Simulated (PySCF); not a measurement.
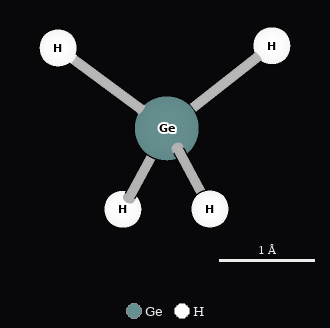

Fig. 1: The input geometry (ball-and-stick view, seen at a tilt). Sticks mark near contacts.

Geometry relaxation, with input and output: GeH4

System: GeH4 (germane).
Method: PBE0-D3(BJ)/def2-SVP geometry optimisation, gas phase (PySCF 2.14.0).

What the program printed:
```
step   0  E = -2078.85100230  max force = 0.026878
step   1  E = -2078.85660304  max force = 0.007008
step   2  E = -2078.85705244  max force = 0.001155
step   3  E = -2078.85705832  max force = 0.000136
optimisation converged
```

Trajectory as extended XYZ (Å, eV, eV/Å), 4 frames, from step=0 to step=3:
```
5
Properties=species:S:1:pos:R:3:forces:R:3 step=0 energy=-56568.41710
Ge    0.0223   -0.0247    0.0006   -0.4939   0.5992  -0.6423
H    -0.6025   -0.8566   -1.0604   -0.3967  -0.5909  -0.7046
H     0.5335   -0.8604    1.0627    0.7482  -1.1284   1.3821
H    -1.0072    0.8938    0.5575   -0.7148   0.5832   0.3833
H     1.0875    0.8138   -0.5982    0.8571   0.5368  -0.4186
5
Properties=species:S:1:pos:R:3:forces:R:3 step=1 energy=-56568.56951
Ge    0.0744    0.2230   -0.1749    0.0410  -0.0917   0.1787
H    -0.5756   -0.6587   -1.2729    0.1094   0.1239   0.1688
H     0.6301   -0.6877    0.9716   -0.1505   0.2712  -0.3603
H    -0.9936    1.1839    0.4112    0.1602  -0.1515  -0.0887
H     1.2252    1.0598   -0.7924   -0.1600  -0.1520   0.1016
5
Properties=species:S:1:pos:R:3:forces:R:3 step=2 energy=-56568.58173
Ge    0.0727    0.2240   -0.1730    0.0104  -0.0259   0.0594
H    -0.5680   -0.6527   -1.2608    0.0016  -0.0003  -0.0017
H     0.6235   -0.6738    0.9519   -0.0173   0.0370  -0.0525
H    -0.9859    1.1757    0.4084    0.0018  -0.0031  -0.0060
H     1.2181    1.0472   -0.7839    0.0035  -0.0077   0.0008
5
Properties=species:S:1:pos:R:3:forces:R:3 step=3 energy=-56568.58189
Ge    0.0722    0.2241   -0.1719   -0.0029   0.0005   0.0070
H    -0.5676   -0.6526   -1.2601   -0.0013   0.0000  -0.0028
H     0.6229   -0.6720    0.9491    0.0020  -0.0015   0.0003
H    -0.9861    1.1761    0.4082   -0.0010   0.0014  -0.0027
H     1.2191    1.0449   -0.7828    0.0033  -0.0004  -0.0018
```

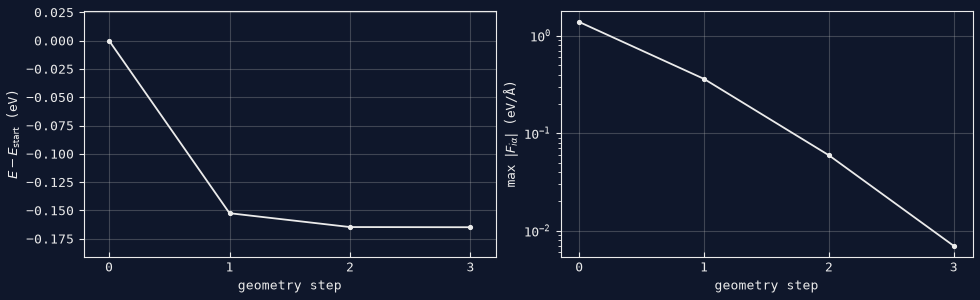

Fig. 2: Progress of the relaxation, step by step (steps are counted from 0).

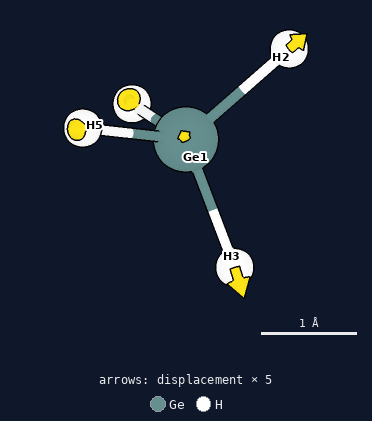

Fig. 3: The starting structure with the displacements as yellow arrows, magnified 5 times (ball-and-stick view, seen at a tilt). The two geometries are laid on each other by the best rigid fit. H3 moves most after the best rigid fit: 0.072 Å. Largest moves by element: H 0.072 Å, Ge 0.025 Å. Among the contacts that change: Ge1–H3 1.445 → 1.537 Å, Ge1–H5 1.482 → 1.537 Å, Ge1–H2 1.486 → 1.537 Å. Among the angles that change: H3–Ge1–H5 111.7° → 109.5°, H4–Ge1–H5 107.4° → 109.5°. The energy falls by 0.165 eV in 3 geometry steps. Largest force component: 1.4 eV/Å at the start, 0.007 eV/Å at the end. (Atoms are counted from 1 in the order of the input.)

This output came from the following input.

The input:
```
{"job": {"xc": "PBE0", "basis": "def2-SVP", "d3": "d3bj", "grid": 1, "maxiter": 30, "shake": 0.01, "kind": "geom"}, "charge": 0, "multiplicity": 1}
Ge     0.022340    -0.024660     0.000570
H     -0.602510    -0.856550    -1.060380
H      0.533470    -0.860380     1.062710
H     -1.007190     0.893780     0.557470
H      1.087460     0.813830    -0.598250
```

The first line tells a small driver script what to run in PySCF; the rest is the geometry in Å.

Launched with:
```bash
OMP_NUM_THREADS=1 python <driver script> task.json out
```

Key numbers:

| quantity | value |
| --- | --- |
| outcome | converged |
| total energy | −2078.857058 hartree |
| dipole moment | 0.00 D |
| point group | Td |
| hardware | 1 CPU thread, shared host |
| wall time | 3 s |
| peak memory | 0.27 GiB |
